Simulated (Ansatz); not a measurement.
# AlNi (Pm-3m): modes against uniaxial strain along [001], part 2 of 2

Aim: how do the optical modes of AlNi (Pm-3m) shift and split under this strain?

Ansatz 0.2.0; DFT PBEsol, scalar-relativistic, plane waves, PAW; PAW set soft_1.

So far. Step 3 (Tight relaxation): The forces vanish by symmetry and the pressure is -0.009 GPa, within the tolerances set. The cell now holds 11.72 Å³/atom.

The database entry behind the starting cell differs from later determinations by our own check (about 0.2 % short), so it need not match the best structure at ambient conditions.

## (4) Zone-centre response at rest

Phonons follow from the second derivative of the energy, found here by linear response.

The modes at rest are the reference of the series.

The input, input.yaml:

```yaml
crystal:
  lattice:
    - [2.8617390861, 0.0, 0.0]
    - [0.0, 2.8617390861, 0.0]
    - [0.0, 0.0, 2.8617390861]
  atoms:
    - { symbol: Al, position: [0.0, 0.0, 0.0] }
    - { symbol: Ni, position: [0.5, 0.5, 0.5] }
kpoints:
  mp_grid: { grid: [16, 16, 16] }
hamiltonian:
  xc: pbesol
  pseudopotentials: { kind: paw, azcp: { folder: soft_1 }, xc_functional: pbe }
scf:
  occupations: { method: methfessel_paxton, width: 0.2 }
output:
  eigenvalues: true
phonons:
  method: dfpt
```

Run with:

```console
> ansatz run input.yaml --threads 4 --pin off --max-ram 10240MiB --backend cpu --events-out ev --progress --plain --runs-dir out
```

Numbers of over 12 decimals in the logs are rounded to 6 here.

Output:

```text
[...]
Crystal: 2 atoms, lattice volume = 23.436 Å³
Basis set: ecut = 420 eV, 461 PW (Γ), exchange–correlation on 40×40×40 points (8 copies of the dense FFT grid, shifted against one another)
Bands: 15, of which v1, the nominal top of the filled ones, is band 11 counted from 1 (10 counted from 0)
Symmetry: 48 space group operations
k-points: 405 of 4096 (irreducible under 8 space group operations, time reversal used)
[...]
SCF iter   1: F=—  HF=-6331.232969 eV  |F-HF|=—  |Δ(HF+E_count)|=         —  Δρ=7.71e-2  dr2=1.42e0  ethr=3.10e-3  ⟨swp⟩=4.0  Hψ=26962  notcnv=0
[...]
SCF iter   9: F=-6330.874466 eV  HF=-6330.874466 eV  |F-HF|=9.09e-13  |Δ(HF+E_count)|=  1.55e-11  S|Δr|=    0.00e0  Δρ=2.18e-8  dr2=7.48e-14  ethr=1.00e-12  ⟨swp⟩=6.1  Hψ=24682  notcnv=0
SCF 1 converged in 9 iterations: F = -6330.874466 eV  dr2 = 7.48e-14
[...]
DFPT response loops at Γ: preconditioner auto → Kerker (q_TF=auto, 2.679 Å⁻¹) (partly filled bands, converged f_vac=0.000); β = 1.00, the filter's whole step (`scf.mixing.beta` (0.50) is not read by the response loops under this deck's `scf.mixing.preconditioner`; to damp them name `kerker` or `kerker_dos`, under which they read `scf.mixing.beta`, and type it under 1.00, their step now; both keys bind the ground state too); Broyden in place of MSR1
SCF converged after 9 iterations
[...]
Free energy (F): -6330.874466 eV
[...]
Internal energy: -6330.875548 eV  (E = F + TS)
E sigma→0 (E₀):  -6330.874736 eV
Entropy (-TS):   0.001082 eV (0.541 meV/atom)
Fermi energy:    14.083151 eV
[...]
--- Band table (eV; the first three rows and the last of 405) ---
  k-point 0: bands = [... 7 lower, 12.5147, 12.5147, 12.5147, 19.6379, 19.6379, 19.6379, 22.2655, 22.2655]
  k-point 1: bands = [... 7 lower, 12.4819, 12.4819, 12.5182, 18.8417, 19.7346, 19.7346, 22.2682, 22.9914]
  k-point 2: bands = [... 7 lower, 12.3913, 12.3913, 12.5282, 17.4518, 20.0172, 20.0172, 22.2760, 24.1389]
  k-point 404: bands = [... 7 lower, 13.0928, 13.0928, 16.0103, 16.0103, 16.0103, 17.9775, 18.6572, 18.6572]
--- Phonons (Γ-DFPT): 2 representative perturbations + reference, on 405 of 4096 k-points (Σ response iterations 7) ---
  k mesh reduced under 8 symmetry operations, with k and −k counted as one. Each operation leaves every solved perturbation unchanged. A smaller set is not used because it would not reduce the number of displacements times k-points to solve
  ASR residual: 1.036e-5 → 0.000e0 eV/Å²; symmetrization residual: 1.373e-6 eV/Å²
  ASR residual per site (eV/Å²): 8.72e-6 1.04e-5
  Γ frequencies (cm⁻¹): 0.00 0.00 0.00 302.10 302.10 302.10
  non-analytic LO–TO correction: not included (Born effective charges unavailable; polar crystals: no LO–TO splitting at Γ)
```

Wall time 9.4 s (4 threads of Intel Xeon Platinum 8488C (Sapphire Rapids), shared host); peak memory 0.71 GiB; 32 s of CPU time.

In the SCF lines HF is the Harris–Foulkes energy and dr2 the Hartree energy of the density residual, in eV; the loop may stop once dr2 is under the threshold and the program's other checks hold. Hψ counts applications of the Hamiltonian.

Numbers from this step:

- sum-rule residual before enforcement: 1.04e-5 eV/Å²
- point group: m-3m
- highest optical mode at the zone centre (no LO-TO term): 302.1 cm⁻¹
- lowest optical zone-centre mode: 302.1 cm⁻¹

Patterns of degenerate modes are one choice out of their space. Modes at Γ, with each element's share of the kinetic energy:

```csv
mode,frequency (cm⁻¹),symmetry,Al %,Ni %
1,0.0,acoustic,31,69
2,0.0,acoustic,31,69
3,0.0,acoustic,31,69
4,302.1,T1u,69,31
5,302.1,T1u,69,31
6,302.1,T1u,69,31
```

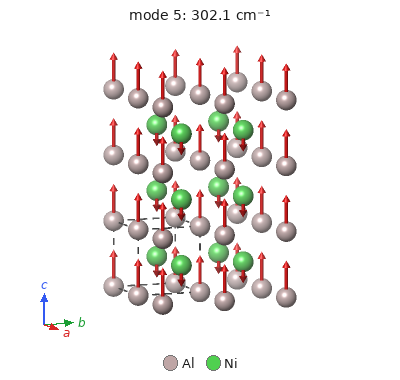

Displacement patterns of mode 5 at Γ; arrows are exaggerated. 2×2×3 cells are drawn. Some periodic images of atoms are drawn too.

Before it was imposed, the acoustic sum rule was missed by 1.0e-5 eV/Å². Small misses are needed for a sound result but don't prove that mesh and cutoff are converged. The lowest optical mode is real, 302 cm⁻¹.

## (5) Relaxation of a member: uniaxial strain of +4 % along [001]

The cell takes a uniaxial strain of +4 % along [001]. The strained length and the angles are held, while the rest of the cell and the atoms relax.

input.yaml, the sections that differ from step 4:

```yaml
crystal:
  lattice:
    - [2.8288888379, 0.0, 0.0]
    - [0.0, 2.8288888379, 0.0]
    - [0.0, 0.0, 2.9762086497]
  atoms:
    - { symbol: Al, position: [0.0, 0.0, 0.0] }
    - { symbol: Ni, position: [0.5, 0.5, 0.5] }
output:
  forces: true
  stress: true
  eigenvalues: true
relax:
  adjacent_minimum: "off"
  f_tol: 0.001
  max_steps: 60
  cell: { stress_tol: 0.01, fix: [c, angles] }
# kpoints, hamiltonian, scf: as in step 4
# phonons: removed
```

Output:

```text
[...]
Crystal: 2 atoms, lattice volume = 23.817 Å³
Basis set: ecut = 420 eV, 461 PW (Γ), exchange–correlation on 40×40×40 points (8 copies of the dense FFT grid, shifted against one another)
Bands: 15, of which v1, the nominal top of the filled ones, is band 11 counted from 1 (10 counted from 0)
Symmetry: 16 space group operations
[...]
k-points: 405 of 4096
[...]
k-point 404: bands = [... 7 lower, 12.8809, 13.0333, 15.8089, 15.9286, 15.9286, 17.7758, 18.2804, 18.2804]
--- Relaxed structure (4 steps of the walk, 4 accepted, 1 SCFs on fresh bases) ---
[...]
cell:  # Å, volume = 23.6323 Å³
    - [2.817872, 0, 0.0]
    - [0, 2.817872, 0.0]
    - [0.0, 0.0, 2.9762086497]
  atoms:
    - { symbol: Al, position: [0, 0, 0.0] }
    - { symbol: Ni, position: [0.5, 0.5, 0.5] }
[key lines of the parts left out:]
SCF converged after 6 iterations
Free energy (F): -6330.862668 eV
Fermi energy:    13.934363 eV
P = ⅓ Tr σ = -1.2387 GPa (-12.387 kbar)
```

Run time: 8.1 s. Hardware: 4 threads; peak memory 0.49 GiB; 29 s of CPU time.

Step by step:

```csv
step,energy less that of the first step (eV),largest force component (eV/Å),pressure (GPa),volume (Å³)
1,0.0000,0.0000,-2.54,23.82
2,-0.0007,0.0000,-1.79,23.71
3,-0.0009,0.0000,-1.23,23.63
4,-0.0009,0.0000,-1.24,23.63
5*,-0.0008,0.0000,-1.24,23.63
```

Relaxation steps marked * repeat the geometry before them on a plane-wave basis chosen anew for their cell, so energy and pressure can jump there.

The run keeps the 16 symmetry operations that it works with, so distortions that break them were not tested.

```csv
"conventional cell, symmetrised",before,after,change
a (Å),2.829,2.818,-0.4 %
b (Å),2.829,2.818,-0.4 %
c (Å),2.976,2.976,+0.0 %
volume (Å³/atom),11.91,11.82,-0.8 %
```

Final coordinates:

```
Al Ni
1.0
     2.81787    0.00000    0.00000
     0.00000    2.81787    0.00000
     0.00000    0.00000    2.97621
Al Ni
1 1
Direct
  0.00000 0.00000 0.00000
  0.50000 0.50000 0.50000
```

This step gave:

- pressure: -1.239 GPa
- volume per atom: 11.82 Å³

The forces vanish by symmetry.

The cell shrank by 0.8 % in volume.

## (6) Zone-centre modes of the member: uniaxial strain of +4 % along [001]

The zone-centre modes follow for uniaxial strain of +4 % along [001].

input.yaml, the sections that differ from step 5:

```yaml
crystal:
  lattice:
    - [2.8178724923, 0.0, 0.0]
    - [0.0, 2.8178724923, 0.0]
    - [0.0, 0.0, 2.9762086497]
  atoms:
    - { symbol: Al, position: [0.0, 0.0, 0.0] }
    - { symbol: Ni, position: [0.5, 0.5, 0.5] }
output:
  eigenvalues: true
phonons:
  method: dfpt
# kpoints, hamiltonian, scf: as in step 5
# relax: removed
```

Output:

```text
zone centre: on kpoints.mp_grid the ground state, and the responses unless they are solved on pairs of k-points, stand on 729 of the mesh's 4096 k-points, reduced under 8 symmetry operations, with k and −k counted as one. Each operation leaves every solved displacement unchanged or reverses it
[...]
Crystal: 2 atoms, lattice volume = 23.632 Å³
Basis set: ecut = 420 eV, 461 PW (Γ), exchange–correlation on 40×40×40 points (8 copies of the dense FFT grid, shifted against one another)
Bands: 15, of which v1, the nominal top of the filled ones, is band 11 counted from 1 (10 counted from 0)
Symmetry: 16 space group operations
k-points: 729 of 4096 (irreducible under 8 space group operations)
[...]
SCF iter   1: F=—  HF=-6331.226134 eV  |F-HF|=—  |Δ(HF+E_count)|=         —  Δρ=7.85e-2  dr2=1.48e0  ethr=3.10e-3  ⟨swp⟩=4.1  Hψ=48466  notcnv=0
[...]
SCF iter   9: F=-6330.862668 eV  HF=-6330.862668 eV  |F-HF|=9.09e-13  |Δ(HF+E_count)|=  5.64e-11  S|Δr|=    0.00e0  Δρ=5.96e-8  dr2=8.26e-13  ethr=1.00e-12  ⟨swp⟩=4.9  Hψ=51630  notcnv=0
SCF 1 converged in 9 iterations: F = -6330.862668 eV  dr2 = 8.26e-13
[...]
SCF converged after 9 iterations
[...]
Free energy (F): -6330.862668 eV
[...]
Internal energy: -6330.862144 eV  (E = F + TS)
E sigma→0 (E₀):  -6330.862537 eV
Entropy (-TS):   -0.000523 eV (-0.262 meV/atom)
Fermi energy:    13.934363 eV
[...]
--- Band table (eV; the first three rows and the last of 729) ---
  k-point 0: bands = [... 7 lower, 12.3427, 12.3427, 12.4939, 18.1960, 20.1265, 20.1265, 21.7457, 22.3080]
  k-point 1: bands = [... 7 lower, 12.3176, 12.3176, 12.4963, 17.5781, 20.2139, 20.2139, 22.3055, 22.3882]
  k-point 2: bands = [... 7 lower, 12.2478, 12.2478, 12.5034, 16.3896, 20.4706, 20.4706, 22.2983, 23.6237]
  k-point 728: bands = [... 7 lower, 12.8809, 13.0333, 15.8089, 15.9286, 15.9286, 17.7758, 18.2804, 18.2804]
[...]
ASR residual: 6.293e-5 → 0.000e0 eV/Å²; symmetrization residual: 1.269e-6 eV/Å²
  ASR residual per site (eV/Å²): 1.33e-5 6.29e-5
  Γ frequencies (cm⁻¹): 0.00 0.00 0.00 294.26 294.26 299.39
[...]
```

The job ended after 20 s (4 threads; peak memory 1 GiB).

This step gave:

| Item | Value |
| --- | --- |
| sum-rule residual before enforcement | 6.29e-5 eV/Å² |
| point group | 4/mmm |
| highest optical mode at the zone centre (no LO-TO term) | 299.4 cm⁻¹ |
| lowest optical zone-centre mode | 294.3 cm⁻¹ |

Patterns of degenerate modes are one choice out of their space. Modes at Γ, with each element's share of the kinetic energy:

```csv
mode,frequency (cm⁻¹),symmetry,Al %,Ni %
1,0.0,acoustic,31,69
2,0.0,acoustic,31,69
3,0.0,acoustic,31,69
4,294.3,Eu,69,31
5,294.3,Eu,69,31
6,299.4,A2u,69,31
```

The lowest optical mode is real, 294 cm⁻¹, and the highest lies at 299.4 cm⁻¹.

## (7) Relaxation of a member: uniaxial strain of -4 % along [001]

The cell takes a uniaxial strain of -4 % along [001]. The strained length and the angles are held, while the rest of the cell and the atoms relax.

input.yaml, the sections that differ from step 6:

```yaml
crystal:
  lattice:
    - [2.895270957, 0.0, 0.0]
    - [0.0, 2.895270957, 0.0]
    - [0.0, 0.0, 2.7472695225]
  atoms:
    - { symbol: Al, position: [0.0, 0.0, 0.0] }
    - { symbol: Ni, position: [0.5, 0.5, 0.5] }
output:
  forces: true
  stress: true
  eigenvalues: true
relax:
  adjacent_minimum: "off"
  f_tol: 0.001
  max_steps: 60
  cell: { stress_tol: 0.01, fix: [c, angles] }
# kpoints, hamiltonian, scf: as in step 6
# phonons: removed
```

Output:

```text
[...]
Crystal: 2 atoms, lattice volume = 23.029 Å³
Basis set: ecut = 420 eV, 461 PW (Γ), exchange–correlation on 40×40×40 points (8 copies of the dense FFT grid, shifted against one another)
Bands: 15, of which v1, the nominal top of the filled ones, is band 11 counted from 1 (10 counted from 0)
Symmetry: 16 space group operations
[...]
k-points: 405 of 4096
[...]
k-point 404: bands = [... 7 lower, 13.1675, 13.3022, 16.1402, 16.1402, 16.2537, 18.2370, 18.4473, 19.0600]
--- Relaxed structure (4 steps of the walk, 4 accepted, 2 SCFs on fresh bases) ---
[...]
cell:  # Å, volume = 23.2216 Å³
    - [2.907337, 0, 0.0]
    - [0, 2.907337, 0.0]
    - [0.0, 0.0, 2.7472695225]
  atoms:
    - { symbol: Al, position: [0, 0, 0.0] }
    - { symbol: Ni, position: [0.5, 0.5, 0.5] }
[key lines of the parts left out:]
SCF converged after 5 iterations
Free energy (F): -6330.857799 eV
Fermi energy:    14.249839 eV
P = ⅓ Tr σ = 1.8551 GPa (18.551 kbar)
```

Run time: 9.4 s. Hardware: 4 threads; peak memory 0.48 GiB; 34 s of CPU time.

Step by step:

```csv
step,energy less that of the first step (eV),largest force component (eV/Å),pressure (GPa),volume (Å³)
1,0.0000,0.0000,3.35,23.03
2,-0.0007,0.0000,2.55,23.13
3,-0.0009,0.0000,1.86,23.22
4*,-0.0009,0.0000,1.86,23.22
5,-0.0009,0.0000,1.86,23.22
6*,-0.0009,0.0000,1.86,23.22
```

Relaxation steps marked * repeat the geometry before them on a plane-wave basis chosen anew for their cell, so energy and pressure can jump there.

Forces are held to the 16 operations that the run works with; a distortion that breaks them can't arise in this run.

```csv
"conventional cell, symmetrised",before,after,change
a (Å),2.895,2.907,+0.4 %
b (Å),2.895,2.907,+0.4 %
c (Å),2.747,2.747,-0.0 %
volume (Å³/atom),11.51,11.61,+0.8 %
```

Final coordinates:

```
Al Ni
1.0
     2.90734    0.00000    0.00000
     0.00000    2.90734    0.00000
     0.00000    0.00000    2.74727
Al Ni
1 1
Cartesian
  0.0000 0.0000 0.0000
  1.4537 1.4537 1.3736
```

Numbers from this step:

- pressure: 1.855 GPa
- volume per atom: 11.61 Å³

The forces vanish by symmetry.

## (8) Modes of this member: uniaxial strain of -4 % along [001]

The zone-centre modes follow for uniaxial strain of -4 % along [001].

input.yaml, the sections that differ from step 7:

```yaml
crystal:
  lattice:
    - [2.9073371718, 0.0, 0.0]
    - [0.0, 2.9073371718, 0.0]
    - [0.0, 0.0, 2.7472695225]
  atoms:
    - { symbol: Al, position: [0.0, 0.0, 0.0] }
    - { symbol: Ni, position: [0.5, 0.5, 0.5] }
output:
  eigenvalues: true
phonons:
  method: dfpt
# kpoints, hamiltonian, scf: as in step 7
# relax: removed
```

Output:

```text
[...]
Crystal: 2 atoms, lattice volume = 23.222 Å³
Basis set: ecut = 420 eV, 461 PW (Γ), exchange–correlation on 40×40×40 points (8 copies of the dense FFT grid, shifted against one another)
Bands: 15, of which v1, the nominal top of the filled ones, is band 11 counted from 1 (10 counted from 0)
Symmetry: 16 space group operations
k-points: 729 of 4096 (irreducible under 8 space group operations)
[...]
k-point 2: bands = [... 7 lower, 12.5559, 12.5559, 12.5596, 18.5811, 19.5793, 19.5793, 22.2554, 24.3760]
  k-point 728: bands = [... 7 lower, 13.1675, 13.3022, 16.1402, 16.1402, 16.2537, 18.2370, 18.4473, 19.0600]
[...]
ASR residual: 3.388e-5 → 0.000e0 eV/Å²; symmetrization residual: 1.043e-6 eV/Å²
  ASR residual per site (eV/Å²): 1.33e-5 3.39e-5
  Γ frequencies (cm⁻¹): 0.00 0.00 0.00 303.96 307.38 307.38
[...]
[key lines of the parts left out:]
SCF converged after 9 iterations
Free energy (F): -6330.857799 eV
Fermi energy:    14.249839 eV
```

Elapsed: 20 s, on 4 threads; peak memory 1 GiB; 73 s of CPU time.

Numbers from this step:

- sum-rule residual before enforcement: 3.39e-5 eV/Å²
- highest optical mode at the zone centre (no LO-TO term): 307.4 cm⁻¹
- lowest optical zone-centre mode: 304.0 cm⁻¹

Patterns of degenerate modes are one choice out of their space. The modes at Γ (shares of kinetic energy by element, %):

```csv
mode,frequency (cm⁻¹),symmetry,Al %,Ni %
1,0.0,acoustic,31,69
2,0.0,acoustic,31,69
3,0.0,acoustic,31,69
4,304.0,A2u,69,31
5,307.4,Eu,69,31
6,307.4,Eu,69,31
```

The lowest optical mode is real, 304 cm⁻¹, and the highest lies at 307.4 cm⁻¹.

## (9) The series together

The members are set side by side, also those not shown above.

Stress is positive in compression; energies are extrapolated to zero smearing, and E0 is that at rest; the edges not held and the atoms are relaxed in each cell; all runs use 16×16×16 k points and Methfessel-Paxton smearing of 0.2 eV. State of the crystal along the series:

```csv
strain (%),stress along the axis (GPa),free strain along [100] (%),free strain along [010] (%),E - E0 (meV/atom)
-4,5.565,1.593,1.593,8.49
-3,4.17,1.172,1.172,4.858
-2,2.824,0.761,0.761,2.19
-1,1.409,0.3694,0.3694,0.5405
0,-0.008878,0,0,0
1,-1.192,-0.3786,-0.3786,0.4732
2,-2.151,-0.7622,-0.7622,1.74
3,-2.973,-1.148,-1.148,3.645
4,-3.719,-1.533,-1.533,6.1
```

Optical modes are counted from below at rest and tracked from member to member by their patterns, and modes that stay within 0.3 cm⁻¹ of each other stand once; labels, where given, are those at rest; the edges not held and the atoms are relaxed in each cell; all runs use 16×16×16 k points and Methfessel-Paxton smearing of 0.2 eV. Optical modes along the series:

```csv
strain (%),"optical mode 1 T1u, doublet (cm⁻¹)","optical mode 2 T1u, singlet (cm⁻¹)"
-4,307.4,304
-3,306.5,303.9
-2,305.4,303.6
-1,303.9,303.1
0,302.1,302.1
1,300.3,301.3
2,298.4,300.6
3,296.4,300
4,294.3,299.4
```

Value and slope at zero strain of a cubic (a lower polynomial where under five rows exist) through the rows within 2 % of rest. Slopes at rest:

```csv
mode,frequency (cm⁻¹),shift per percent of strain (cm⁻¹),shift per GPa of compressive stress (cm⁻¹)
"optical mode 1 T1u, doublet",302.1,-1.84,1.39
"optical mode 2 T1u, singlet",302.1,-0.91,0.69
```

## (10) Results

| Quantity | Value |
| --- | --- |
| members | 9 |
| highest optical mode at the zone centre (no LO-TO term), at rest | 302.1 cm⁻¹ |
| Young’s modulus along [001] | 132 GPa |
| optical mode 1 T1u, doublet, shift per percent | -1.84 cm⁻¹ |
| optical mode 2 T1u, singlet, shift per percent | -0.91 cm⁻¹ |

**Reading.** The stress changes by 1.32 GPa for each percent, a Young’s modulus of 132 GPa along [001]. For each percent the free edge responds with -0.37 %. The strain lowers the symmetry: the level at 302.1 cm⁻¹ splits, into 307.4 and 304.0 cm⁻¹ at -4 %. The fastest shift in the table of slopes is -1.8 cm⁻¹ for each percent (optical mode 1 T1u, doublet), or 1.4 cm⁻¹ for each GPa of compressive stress. For small strain, the measured shift of a line that Raman or infrared light can see, divided by its slope, estimates the stress, if the state of stress is of this kind. These are harmonic frequencies at zero temperature: anharmonic shifts, linewidths and thermal expansion are left out. With no gap, or one that is small against the smearing, the frequencies hang on the k mesh and the smearing, most of all near Kohn anomalies. The runs are without spin polarisation, although the cell has an odd electron count. The PAW files were made for PBE; the program adapts parts of them to the functional of the run, but their partial waves stay those of PBE, an approximation that was not tested in this session. Only the zone centre was solved, so an instability at another wavevector cannot show here.

[Logs are printed without paths, hosts, clocks, repeated set-up lines and the standing remarks that a program may print on its own settings, such as how far it seeks lower states.]

[Hosts, paths, dates, database ids (printed as entryN), source tags and the programs' standing remarks are cut or masked in the printed files.]
